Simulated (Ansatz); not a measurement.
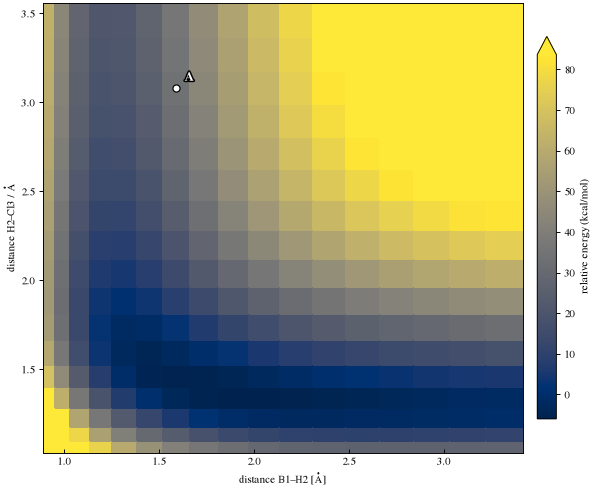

The system B + HCl, spin multiplicity 2. Coordinates scanned: (1) distance B1–H2; (2) distance H2–Cl3. Nothing is relaxed (the angle B1–H2–Cl3 is fixed at 180 degrees). Grid: 17 × 17 points. Points are written as (first, second). Energies: kcal/mol, counted from B far from the relaxed HCl (each part in its own basis). Energies and slopes of some neighbouring points disagree (a jump in structure or state, or too coarse a mesh). In part of the range the unrestricted reference is strongly spin-contaminated. These are results of Ansatz, UKS PBE0-D4/def2-SVPD, not measurements.

In the figure: one coloured cell a grid point, one colour for all values above the top of the scale, the point A.

Is A at rest? If not, where is it pushed?

A, at (1.591 Å, 3.082 Å), is not a stationary point. The computed force is 66 kcal/mol for each Å towards smaller values of distance B1–H2 and 7.6 kcal/mol for each Å towards smaller values of distance H2–Cl3.
